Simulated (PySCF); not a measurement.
Scan of HLi2, doublet: collinear Li-H-Li surface. Scanned: Li-H distance and H-Li distance.

Cartesian coordinates as functions of the variables (Å; names that start with a are angles):
```
Li  0  0  -r1
H  0  0  0
Li  0  0  r2
```

Method: UHF/def2-SVP (PySCF).

Energy in mEh above the lowest grid point; x is the Li-H distance (Å), y the H-Li distance (Å).

```
y \ x  1.36  1.44  1.63  1.75  1.85  2.04  2.19  2.39  2.69  2.90  3.46  3.95  4.64
-----  ----  ----  ----  ----  ----  ----  ----  ----  ----  ----  ----  ----  ----
4.64   33.6  27.5  23.3  25.4  28.8  38.0  46.5  57.8  67.7  84.7  76.8  77.6  78.2
4.03   32.5  26.3  22.1  24.1  27.6  36.7  45.1  56.7  67.1  84.0  77.4  77.1  77.7
3.46   30.2  24.0  19.7  21.8  25.2  34.1  42.5  54.1  65.5  81.7  78.9  75.6  76.2
2.94   26.0  19.9  15.7  17.7  21.0  29.8  37.9  49.3  61.6  74.7  73.8  71.4  72.1
2.72   23.3  17.3  13.1  15.1  18.4  27.1  35.1  46.2  58.1  67.8  69.0  67.7  68.4
2.40   18.4  12.4   8.3  10.3  13.6  22.2  30.0  40.0  46.3  49.4  54.7  56.9  58.3
2.19   14.6   8.7   4.7   6.8  10.1  18.5  25.9  29.8  34.7  37.5  42.5  44.9  46.5
2.06   12.4   6.5   2.6   4.7   8.0  16.3  19.5  23.0  27.7  30.4  35.2  37.5  39.1
1.90   10.2   4.4   0.6   2.7   6.0   9.7  12.1  15.5  20.0  22.6  27.3  29.5  31.0
1.70    9.6   4.0   0.5   1.1   1.2   3.2   5.6   9.0  13.5  16.1  20.6  22.7  24.2
1.59   11.4   5.8   1.4   0.0   0.2   2.3   4.7   8.1  12.7  15.2  19.7  21.8  23.2
1.49   15.1   9.7   2.9   1.6   1.8   4.0   6.5  10.0  14.6  17.2  21.7  23.8  25.2
1.36   24.5  18.0  10.5   9.4   9.7  12.1  14.6  18.2  22.9  25.5  30.2  32.2  33.6
```

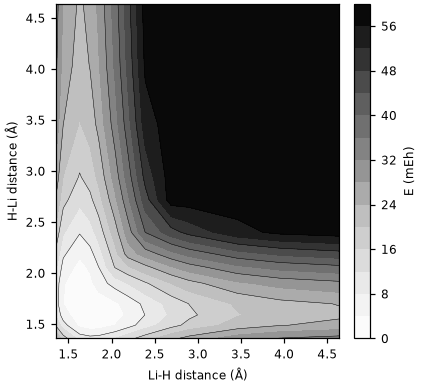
Figure. Energy surface, cut off at 58 mEh.

Points that lie below all their neighbours on the grid: x = 1.75, y = 1.59 (0.0 mEh); x = 3.46, y = 4.64 on the edge of the grid (76.8 mEh). The lowest path on the grid from the first to the second passes x = 3.95, y = 4.03 at 77.1 mEh.
